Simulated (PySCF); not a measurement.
Molecule: SMILES N[SiH2]C=O, singlet. Atoms near the plane z = 1.5 Å, at the PBE/def2-SVP optimised geometry (x, y, z in Å): N1 (1.3, -1.0, 0.0), Si2 (-0.4, -1.0, 0.0), C3 (-0.8, 0.9, 0.0), O4 (0.1, 1.7, -0.2), H6 (1.7, -0.1, -0.3), H8 (-1.1, -1.6, 1.2), H9 (-1.9, 1.3, 0.1).

Computed with PBE/def2-TZVP (PySCF). The values are rescaled to run from 0 to 1.

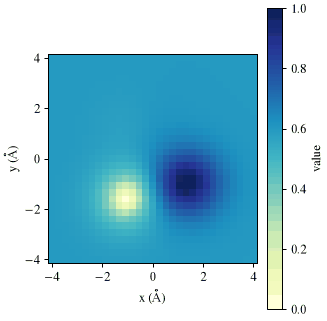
*a field on the plane z = 1.5 Å.*

Q: Which quantity is mapped?
A. an orbital amplitude
B. Laplacian of the electron density
C. electrostatic potential
D. deformation density (molecule minus spherical neutral atoms)

A: A, an orbital amplitude. In full: HOMO−1 amplitude (bohr^(-3/2)).
